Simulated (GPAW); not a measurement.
Geometry relaxation, with input and output: GeH2Br (part 5 of 5)

The same run, continued: GeH2Br, multiplicity 2, SMILES [GeH2][Br]; PBEsol/dzp, UKS, dispersion D3(BJ), scalar-relativistic datasets (GPAW 26.7.0). The geometry comes from this level: UFF from SMILES.

Geometry of the input (Å):
```
Ge -0.2312  -0.0003  0.4299
Br 2.0346  -0.0122  -0.1040
H  -0.9096  -1.2594  -0.1680
H  -0.8938  1.2719  -0.1579
```

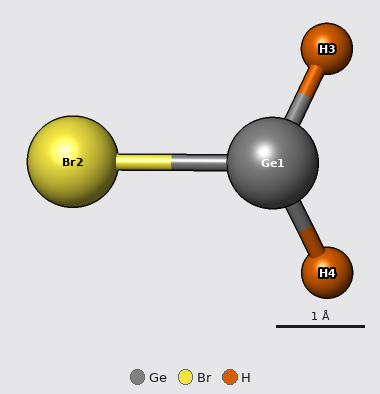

Fig. 1: The geometry at step 12 of the log (ball-and-stick view, seen on its broad side; atoms are numbered from 1 in the order of the input).

## Trajectory as extended XYZ, continued
```
4
Properties=species:S:1:pos:R:3:forces:R:3 step=8 energy=-11.58235
Ge    5.6807    6.2591    5.6230   -0.0617   0.0008   0.0557
Br    7.9398    6.2473    5.0577   -0.0704  -0.0023  -0.0359
H     5.0023    4.9836    4.9902    0.0762  -0.0240  -0.0145
H     5.0176    7.5480    5.0008    0.0712   0.0262  -0.0138
4
Properties=species:S:1:pos:R:3:forces:R:3 step=9 energy=-11.58276
Ge    5.6787    6.2592    5.6238   -0.0234  -0.0001   0.0581
Br    7.9393    6.2472    5.0570   -0.0900  -0.0028  -0.0278
H     5.0038    4.9835    4.9901    0.0647  -0.0333  -0.0187
H     5.0190    7.5481    5.0007    0.0602   0.0359  -0.0188
4
Properties=species:S:1:pos:R:3:forces:R:3 step=10 energy=-11.58315
Ge    5.6767    6.2592    5.6248    0.0084  -0.0006   0.0586
Br    7.9384    6.2472    5.0561   -0.1040  -0.0034  -0.0204
H     5.0055    4.9832    4.9899    0.0536  -0.0405  -0.0216
H     5.0205    7.5484    5.0006    0.0507   0.0428  -0.0224
4
Properties=species:S:1:pos:R:3:forces:R:3 step=11 energy=-11.58359
Ge    5.6748    6.2593    5.6261    0.0319  -0.0004   0.0561
Br    7.9370    6.2471    5.0552   -0.1105  -0.0039  -0.0140
H     5.0074    4.9827    4.9896    0.0432  -0.0451  -0.0229
H     5.0224    7.5489    5.0003    0.0418   0.0460  -0.0241
4
Properties=species:S:1:pos:R:3:forces:R:3 step=12 energy=-11.58411
Ge    5.6731    6.2593    5.6277    0.0421   0.0004   0.0497
Br    7.9348    6.2471    5.0542   -0.1062  -0.0041  -0.0088
H     5.0095    4.9820    4.9892    0.0351  -0.0453  -0.0218
H     5.0244    7.5497    4.9999    0.0341   0.0440  -0.0228
4
Properties=species:S:1:pos:R:3:forces:R:3 step=13 energy=-11.58471
Ge    5.6718    6.2593    5.6297    0.0357   0.0016   0.0384
Br    7.9319    6.2469    5.0531   -0.0889  -0.0036  -0.0057
H     5.0120    4.9809    4.9886    0.0300  -0.0395  -0.0172
H     5.0267    7.5508    4.9993    0.0282   0.0358  -0.0178
4
Properties=species:S:1:pos:R:3:forces:R:3 step=14 energy=-11.58530
Ge    5.6708    6.2594    5.6321    0.0107   0.0024   0.0223
Br    7.9281    6.2468    5.0519   -0.0575  -0.0020  -0.0053
H     5.0147    4.9794    4.9878    0.0263  -0.0264  -0.0084
H     5.0293    7.5523    4.9985    0.0244   0.0218  -0.0088
4
Properties=species:S:1:pos:R:3:forces:R:3 step=15 energy=-11.58572
Ge    5.6700    6.2595    5.6348   -0.0286   0.0019   0.0032
Br    7.9235    6.2466    5.0507   -0.0161   0.0008  -0.0067
H     5.0178    4.9775    4.9869    0.0223  -0.0073   0.0044
H     5.0323    7.5541    4.9976    0.0219   0.0048   0.0032
```
